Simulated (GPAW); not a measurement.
Consider Al2Ru (I4/mmm).

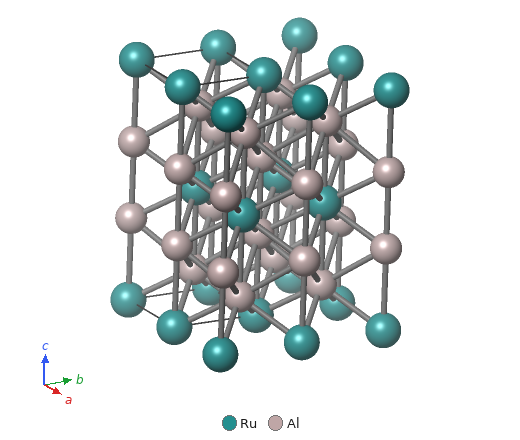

The structure (ruthenium teal, aluminium light grey). 2×2×1 conventional cells are drawn. Some periodic images of atoms are drawn too.

```xyz
3
Lattice="-1.5604 1.5604 4.2218 1.5604 -1.5604 4.2218 1.5604 1.5604 -4.2218" Properties=species:S:1:pos:R:3 pbc="T T T"
Ru    0.0000    0.0000    0.0000
Al    0.0000    0.0000    2.8776
Al    0.0000    0.0000    5.5660
```

Absorber: atom 1, with 8 Al at 2.58 Å, 2 Al at 2.88 Å and 4 Ru at 3.12 Å (14-fold, site symmetry 4/mmm). Method: GPAW, LDA, excited-electron core hole (neutral cell), 15-atom cell with 6.5 Å between holes, 4×4×4 k points, dipole transitions, Gaussian full width 2 eV up to 4 eV, rising linearly to 3.5 eV at 25 eV.

Question: What does the Ru L₃ edge look like?

Main maxima up to 30 eV above the zero (height): 1.0 eV (1.82), 2.8 eV (1.90), 9.2 eV (1.02) and 19.4 eV (0.62). At an L edge the dipole rule selects empty d (and weakly s) states on the absorber, and the strong line at the onset measures the empty part of its d band. 

The Ru L₃ spectrum (energy from the lowest empty level; intensity scaled to a mean of 1 over the first 20 eV; polarised curves are means over the symmetry-equivalent atoms):

| E (eV) | isotropic | ε ⊥ c | ε ∥ c |
| --- | --- | --- | --- |
| -2.0 | 0.04 | 0.05 | 0.04 |
| -0.5 | 0.95 | 0.96 | 0.92 |
| 1.0 | 1.82 | 1.65 | 2.18 |
| 2.5 | 1.88 | 1.72 | 2.21 |
| 4.0 | 1.49 | 1.49 | 1.50 |
| 5.5 | 1.13 | 1.22 | 0.95 |
| 7.0 | 0.88 | 0.96 | 0.71 |
| 8.5 | 0.95 | 0.94 | 0.98 |
| 10.0 | 0.97 | 0.91 | 1.09 |
| 11.5 | 0.80 | 0.78 | 0.82 |
| 13.0 | 0.72 | 0.73 | 0.70 |
| 14.5 | 0.65 | 0.68 | 0.60 |
| 16.0 | 0.55 | 0.58 | 0.50 |
| 17.5 | 0.56 | 0.56 | 0.54 |
| 19.0 | 0.62 | 0.61 | 0.62 |
| 20.5 | 0.61 | 0.60 | 0.62 |
| 22.0 | 0.59 | 0.58 | 0.61 |
| 23.5 | 0.56 | 0.56 | 0.55 |
| 25.0 | 0.52 | 0.54 | 0.48 |
| 26.5 | 0.48 | 0.49 | 0.47 |
| 28.0 | 0.49 | 0.47 | 0.52 |
| 29.5 | 0.54 | 0.51 | 0.61 |
| 31.0 | 0.62 | 0.58 | 0.71 |

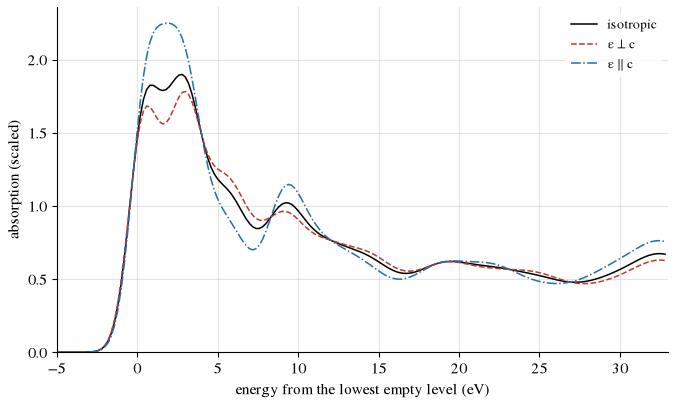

The Ru L₃ edge.

Only the L₃ part is meant: spin–orbit coupling of the core level isn't computed and the L₂ copy isn't added. The script folds with a Gaussian, whereas the core hole's own line is a Lorentzian, so the onset is too steep and the first peak too high. The mesh is coarse (0.32 Å⁻¹ between points), so small maxima may be mesh ripples. Lifetime broadening is put in by hand, and intensities beyond about 20 eV depend on it and on the partial waves; weight that the partial waves miss at high energy is lost. The structure is a computed Materials Project entry and may be a hypothetical form.

[Banner, clock and machine lines of the logs are left out without a mark of their own.]

[Logs are printed without paths, hosts, clocks, repeated set-up lines and the standing remarks that a program may print on its own settings, such as how far it seeks lower states.]

[Hosts, paths, dates, database ids (printed as entryN), source tags and the programs' standing remarks are cut or masked in the printed files.]

[Lists of maxima count a maximum above −3 eV only where it reaches 4 % of the highest in the window and stands out from its surroundings by 2 % of it (1.5 % where it reaches 55 %); shoulders and weaker maxima are passed over, and of the rest the first, up to two pre-edge ones and the few strongest are named.]
